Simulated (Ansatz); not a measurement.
Input file:

```
crystal:
  periodic: [false, false, false]
  atoms:
    - {symbol: O, position_ang: [-0.701214, -1.519380, -0.524928]}
    - {symbol: Mo, position_ang: [-0.086763, 0.119584, 0.064302]}
    - {symbol: O, position_ang: [1.026102, -0.664307, 1.323341]}
    - {symbol: O, position_ang: [1.224674, 0.189344, -1.225477]}
    - {symbol: F, position_ang: [-1.695593, 0.131850, 1.003407]}
    - {symbol: F, position_ang: [0.322928, 1.652691, 1.054155]}
    - {symbol: Cl, position_ang: [-1.218179, 1.553946, -1.401493]}
    - {symbol: H, position_ang: [-1.482424, -1.940272, -0.148491]}
    - {symbol: H, position_ang: [1.492228, -0.102590, 1.954740]}
    - {symbol: H, position_ang: [1.118241, 0.579135, -2.099547]}
basis:
  gaussian: {orbitals: def2-TZVPP}
hamiltonian: {xc: pbe0, dispersion: d4}
output: {orbitals: {seedname: orbitals}}
```

Run with:

```sh
ansatz run in.yaml --threads 4 --pin off --events-out ev --progress --plain --max-ram 11315MiB
```

Geometry: PBE0-D4/def2-TZVP; core potentials replace the inner electrons of Mo.

Level of theory: RKS PBE0-D4/def2-TZVPP in Ansatz.

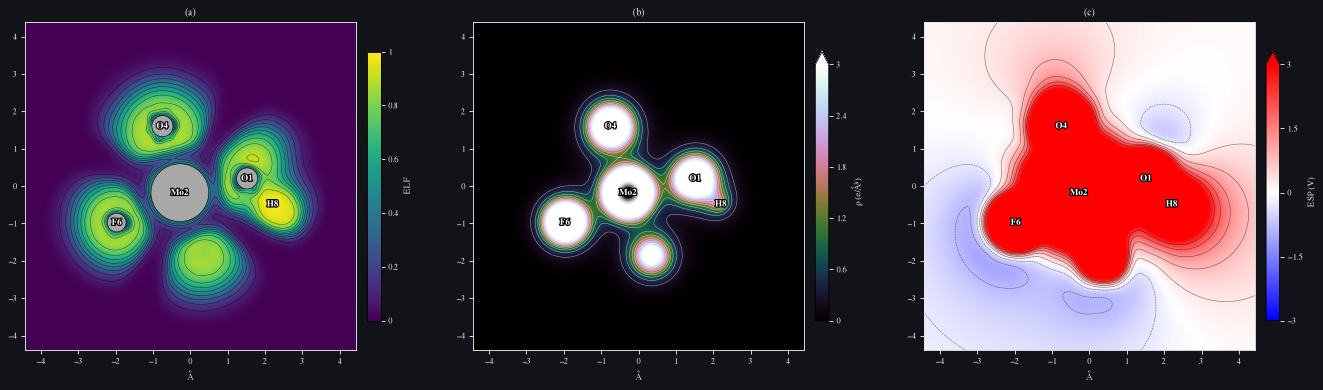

ClF2H3MoO3. (a) electron localisation function; (b) electron density; (c) electrostatic potential on the plane of atoms O4, Mo2 and F6. Grey discs cover the atomic cores in the ELF map.

**What do the fields say about this system?**

- Atoms in the plane: O, Mo, F and H.
- Mo–O (1.84 Å): ρ is about 1.3 e/Å³ halfway; the ELF peaks at about 0.85 in the valence shell of O, 0.6 Å from its nucleus, and drops to about 0.30 between the two atoms.
- Mo–F (1.87 Å): the density is about 1.1 e/Å³ at the midpoint; the ELF peaks at about 0.80 in the valence shell of F, 0.5 Å from its nucleus, and drops to about 0.25 between the two atoms.
- O–H (0.96 Å): the density is about 3.8 e/Å³ at the midpoint; the ELF climbs to about 1 towards the hydrogen, as it does in any bond to H (a covalent bond by its length).
- Outside the dense part of the molecule the potential is most negative (−1.0 V) near F6.
